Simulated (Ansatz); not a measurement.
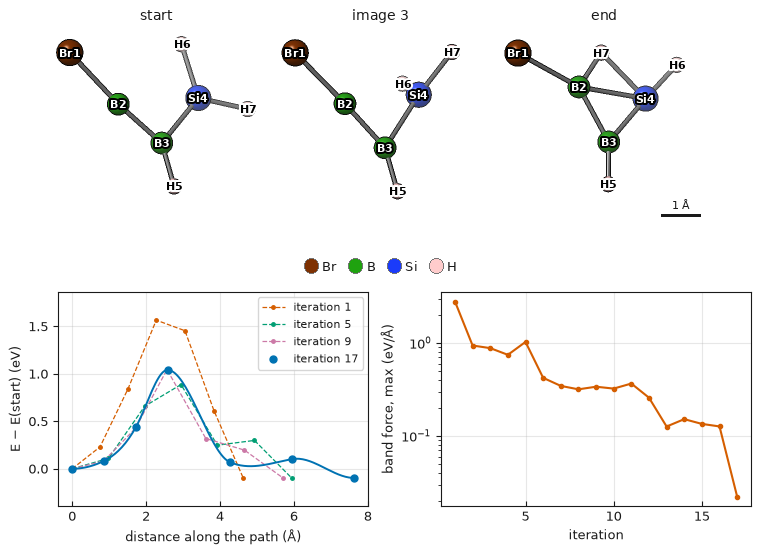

A search for the minimum-energy path of B2SiH3Br by the nudged elastic band. Images are numbered from 0 (start) to 6 (end). The plot follows the band through its iterations. A ball-and-stick model, seen at a tilt.

Theory: Ansatz 0.2.0, UKS B3LYP/def2-SVP. Run with 5 movable images; climbing image; force threshold 0.05 eV/Å; iteration limit 60; starting path by straight interpolation.

Judge this run.

Answer. The run is converged, with reservations. The band converged in 17 iterations. The largest component of the band force went from 2.8 to 0.022 eV/Å. The climbing image converged on the top of the path. Its curvatures weren't checked. The straight starting path can push atoms close together and costs iterations. The first iteration put the highest image at 1.57 eV. The energy climbs by 1.04 eV to image 3 and then falls by 1.14 eV, so the end point sits at −0.10 eV.

Cost: 3.7 min on 2 threads of Intel(R) Xeon(R) Platinum 8488C (Sapphire Rapids), on a shared host, peak memory 0.34 GiB.
